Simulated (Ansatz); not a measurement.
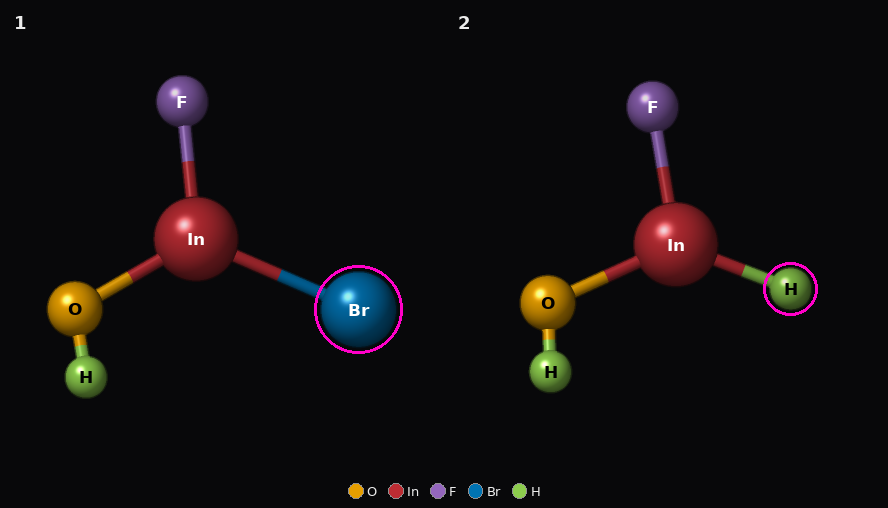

2 molecules with one skeleton, seen from the same side and at one scale; the atom that differs is circled. Each species is neutral and a spin singlet. Computed geometries: PBE0-D4/def2-TZVP optimisations, one conformation each. Properties computed with Ansatz 0.2.0. Elements past Kr carry core potentials.

One atom differs, called X below: Br in panel 1, H in panel 2. Their formulas are BrFHInO (`[OH][In]([F])[Br]`), FH2InO (`[OH][InH][F]`).

Question: In which is the HOMO–LUMO gap larger (B3LYP-D4/def2-TZVPP)?

Answer: In panel 2 (X = H).

Question: In which is the harmonic zero-point energy higher (PBE0-D4/def2-TZVP)?

Answer: In panel 2 (X = H).

Give the values. With PBE0-D4/def2-TZVP: length of X–In (Å), angle O–In–X (°), dipole moment (D), harmonic zero-point energy (kJ/mol), harmonic X–In stretching wavenumber (cm⁻¹). With B3LYP-D4/def2-TZVPP: HOMO energy (Kohn–Sham orbital) (eV), HOMO–LUMO gap (eV).

```
                                  quantity  1 (Br)  2 (H)   2 − 1
                        length of X–In (Å)   2.434  1.691  −0.743
                          angle O–In–X (°)   126.0  133.9    +7.9
                         dipole moment (D)    2.58   4.21   +1.63
       harmonic zero-point energy (kJ/mol)    41.1   54.4   +13.3
      HOMO energy (Kohn–Sham orbital) (eV)   −8.67  −8.65   +0.02
                        HOMO–LUMO gap (eV)    5.61   6.86   +1.25
harmonic X–In stretching wavenumber (cm⁻¹)     262   1903   +1641
```
